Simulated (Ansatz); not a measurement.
Effect of C interstitial (started 1.54 Å from the nearest host atom) on C

Consider a 24-atom supercell of C in the diamond structure (space group Fd-3m, No. 227; a = 3.554 Å) at its relaxed geometry.

It is then changed as follows: one C atom is added in an open site, starting 1.54 Å from the nearest host atom, atoms relaxed at fixed cell, starting from a slightly rattled geometry.

The values are results of plane-wave PAW DFT at the PBEsol level (Ansatz, a quantum-chemistry and plane-wave program, 420 eV), spin-orbit coupling left out, not measurements. Settings: 6×4×6 k-points, 0.01 eV Fermi–Dirac smearing.

```json
[
 {"quantity": "pressure", "base": "0.0 GPa", "changed": "35.4 GPa", "shift": "+35.4 GPa"},
 {"quantity": "gap of the supercell", "base": "4.11 eV", "changed": "zero", "shift": "–"},
 {"quantity": "total moment of the cell", "base": "–", "changed": "0.0 μB", "shift": "–"},
 {"quantity": "largest displacement of a host atom from its site in the perfect cell", "base": "–", "changed": "0.64 Å", "shift": "–"},
 {"quantity": "final site of the added atom", "base": "–", "changed": "3 C at 1.28–1.39 Å", "shift": "–"}
]
```

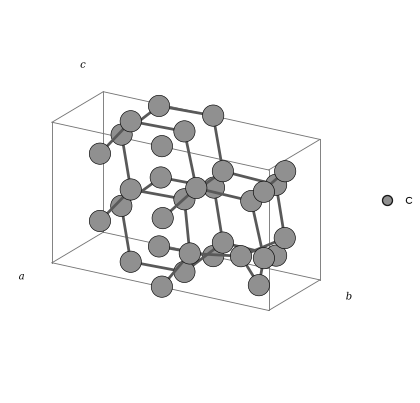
Figure. The relaxed cell after the change

Other magnetic orders, which the real material may have, were not ruled out. In so small a cell the defect repeats every few ångströms: this is an ordered compound, not a dilute defect. The mesh was chosen for an insulator and is coarse for the gapless case. Starting moments died away, wholly or in part, for C interstitial (started 1.54 Å from the nearest host atom); another magnetic solution may exist. The defect cell is spin-polarised and ends with 0.0 μB.
